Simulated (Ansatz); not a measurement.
**UB3LYP/6-31G(d) (spherical functions) run of GaSiH4O (SMILES [SiH3][O][GaH])**

What is the electronic atomisation energy of GaSiH4O at UB3LYP/6-31G* (spherical functions)? 

The calculation is run with Ansatz 0.2.0.

72 further runs of the same task are left out: 72 set aside as unsound or not needed.

## Step 1: The molecule

GaSiH4O: 7 atoms, total charge 0, spin state doublet. As SMILES, `[SiH3][O][GaH]`. The shape is that of a PBE0-D4/def2-TZVP optimisation. This is one conformer, not always the lowest.

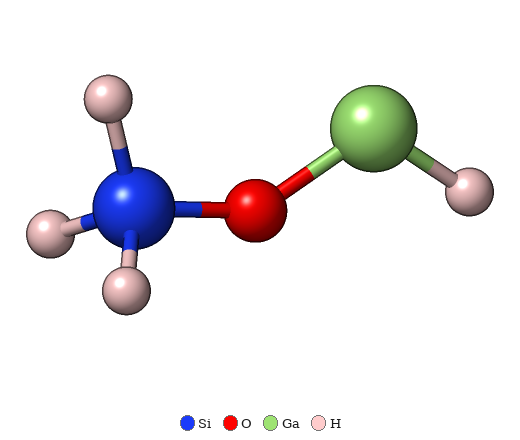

Viewed from a chosen angle; silicon blue, oxygen red, gallium green, hydrogen pink.

## Step 2: The energy at UB3LYP/6-31G(d) (spherical functions)

Contents of job.yaml:

```yaml
basis:
  gaussian:
    orbitals: 6-31G_st_-spherical.json
crystal:
  periodic: [false, false, false]
  atoms:
    - symbol: Si
      position_ang: [-0.907100, 0.576700, -0.244500]
    - symbol: O
      position_ang: [0.281700, -0.375400, 0.340400]
    - symbol: Ga
      position_ang: [1.972300, -0.895800, 0.047800]
    - symbol: H
      position_ang: [-2.099000, -0.248300, -0.578700]
    - symbol: H
      position_ang: [-0.473700, 1.297400, -1.475800]
    - symbol: H
      position_ang: [-1.295700, 1.586500, 0.776300]
    - symbol: H
      position_ang: [2.521500, -1.941000, 1.134400]
magnetization:
  spin_polarized: true
  initial_magnetization: 1
hamiltonian:
  xc: {name: B3LYP}
accuracy: high
output: {orbitals: {seedname: orbitals}}
```

The basis set 6-31G* is read from a file made from the Basis Set Exchange's data (not shown).

Launch:

```console
ansatz run job.yaml --threads 1 --pin off --max-ram 3480MiB --events-out events.jsonl --progress --plain --runs-dir runs
```

Log:

```text
Warning: RAYON_NUM_THREADS=1 ignored (pool sized by the plan → 1); use --threads N
Functional definition: B3LYP
  name "B3LYP"
  parameter a0 = 0.2
  parameter ax = 0.72
  parameter ac = 0.81
  exchange = (1 - a0 - ax)*slater_x + ax*b88_x + a0*exact_x
  correlation = (1 - ac)*vwn_rpa_c + ac*lyp_c
1511 factors; integrals over basis functions are off by at most 4.5e-9 eV
mean field evaluation 1: about -62355.3184 eV, gradient 4.2e1 eV
mean field evaluation 2: about -62287.1221 eV, gradient 1.2e2 eV
mean field evaluation 4: about -62361.7246 eV, gradient 6.0e0 eV
mean field evaluation 8: about -62361.9323 eV, gradient 7.0e-2 eV
mean field evaluation 16: about -62361.9323 eV, gradient 2.1e-5 eV
mean field -62361.93231046 eV, -2291.7587419736 hartree, gradient 7.1e-8 eV, S^2 0.754169; 0 other end points of the search recorded, 0 dependent functions left out
reference -62361.93235181 eV, -2291.7587434931 hartree; 29, 28 occupied and 43, 44 virtual orbitals, 1511 factors
Total energy: -62361.93235181 eV, -2291.7587434931 hartree
```

Wall time 12 s (1 thread of Arm Neoverse V1, shared host); peak memory 0.35 GiB.

## Step 3: The Ga atom at the same level

Contents of input.yaml:

```yaml
basis:
  gaussian:
    orbitals: 6-31G_st_-spherical.json
crystal:
  periodic: [false, false, false]
  atoms:
    - symbol: Ga
      position_ang: [0.000000, 0.000000, 0.000000]
magnetization:
  spin_polarized: true
  initial_magnetization: 1
hamiltonian:
  xc: {name: B3LYP}
accuracy: high
```

The basis set 6-31G* is read from a file made from the Basis Set Exchange's data (not shown).

Run the same way, it converges to -1924.58741 Eh (log not shown).

## Step 4: The H atom

Contents of run.yaml:

```yaml
basis:
  gaussian:
    orbitals: "6-31G*"
crystal:
  periodic: [false, false, false]
  atoms:
    - {symbol: H, position_ang: [0.000000, 0.000000, 0.000000]}
hamiltonian:
  xc: {name: B3LYP}
accuracy: high
magnetization:
  spin_polarized: true
  initial_magnetization: 1
```

Launch:

```console
ansatz run run.yaml --threads 1 --pin off --max-ram 3480MiB --events-out events.jsonl --progress --plain --runs-dir runs
```

Log, shortened:

```text
Warning: RAYON_NUM_THREADS=1 ignored (pool sized by the plan → 1); use --threads N
[... 7 set-up lines as earlier in the session ...]
3 factors; integrals over basis functions are off by at most 5.4e-10 eV
mean field evaluation 1: about -13.6135 eV, gradient 2.1e-1 eV
mean field evaluation 2: about -13.6127 eV, gradient 2.0e-1 eV
mean field evaluation 4: about -13.6131 eV, gradient 4.2e-7 eV
mean field evaluation 8: about -13.6131 eV, gradient 8.0e-10 eV
mean field -13.61309805 eV, -0.5002721262 hartree, gradient 8.6e-9 eV, S^2 0.750000; 0 other end points of the search recorded, 0 dependent functions left out
reference -13.61311596 eV, -0.5002727842 hartree; 1, 0 occupied and 1, 2 virtual orbitals, 3 factors
Total energy: -13.61311596 eV, -0.5002727842 hartree
```

Wall time 0.12 s (1 thread of Arm Neoverse V1, shared host).

## Step 5: The O atom

Contents of in.yaml:

```yaml
crystal:
  periodic: [false, false, false]
  atoms:
    - {symbol: O, position_ang: [0.000000, 0.000000, 0.000000]}
basis:
  gaussian:
    orbitals: 6-31G_st_-spherical.json
accuracy: high
magnetization:
  spin_polarized: true
  initial_magnetization: 2
hamiltonian:
  xc: {name: B3LYP}
```

The basis set 6-31G* is read from a file made from the Basis Set Exchange's data (not shown).

Launch:

```console
ansatz run in.yaml --threads 1 --pin off --max-ram 3480MiB --events-out events.jsonl --progress --plain --runs-dir runs
```

Log, shortened:

```text
Warning: RAYON_NUM_THREADS=1 ignored (pool sized by the plan → 1); use --threads N
[... 7 set-up lines as earlier in the session ...]
96 factors; integrals over basis functions are off by at most 1.3e-9 eV
mean field evaluation 1: about -2042.3583 eV, gradient 5.4e0 eV
mean field evaluation 2: about -2042.4299 eV, gradient 3.3e0 eV
mean field evaluation 4: about -2042.4706 eV, gradient 1.8e-2 eV
mean field evaluation 8: about -2042.4704 eV, gradient 1.5e-4 eV
mean field -2042.47041935 eV, -75.0594034748 hartree, gradient 7.8e-10 eV, S^2 2.002219; 0 other end points of the search recorded, 0 dependent functions left out
reference -2042.47043006 eV, -75.0594038687 hartree; 5, 3 occupied and 9, 11 virtual orbitals, 96 factors
Total energy: -2042.47043006 eV, -75.0594038687 hartree
```

Wall time 0.32 s (1 thread of Arm Neoverse V1, shared host).

## Step 6: The Si atom at the same level

Contents of run.yaml:

```yaml
crystal:
  periodic: [false, false, false]
  atoms:
    - {symbol: Si, position_ang: [0.000000, 0.000000, 0.000000]}
basis:
  gaussian: {orbitals: 6-31G_st_-spherical.json}
magnetization: {spin_polarized: true, initial_magnetization: 2}
hamiltonian: {xc: {name: B3LYP}}
accuracy: high
```

The basis set 6-31G* is read from a file made from the Basis Set Exchange's data (not shown).

Run the same way, it converges to -289.36979 Eh (log not shown).

## Step 7: Results

Level: UB3LYP/6-31G* (spherical functions).

```
                                    quantity           value
                      molecule: total energy  -2291.75874 Eh
molecule: HOMO energy (highest over α and β)        -5.85 eV
 molecule: LUMO energy (lowest over α and β)        -3.26 eV
                              molecule: ⟨S²⟩           0.754
                       Ga atom: total energy  -1924.58741 Eh
                               Ga atom: ⟨S²⟩           0.752
                        H atom: total energy     -0.50027 Eh
                                H atom: ⟨S²⟩           0.750
                        O atom: total energy    -75.05940 Eh
                                O atom: ⟨S²⟩           2.002
                       Si atom: total energy   -289.36979 Eh
                               Si atom: ⟨S²⟩           2.002
               electronic atomisation energy       20.165 eV
```

What this shows: Taking the molecule apart into free atoms costs 20.16 eV (465 kcal/mol), before zero-point energy and without spin-orbit coupling.
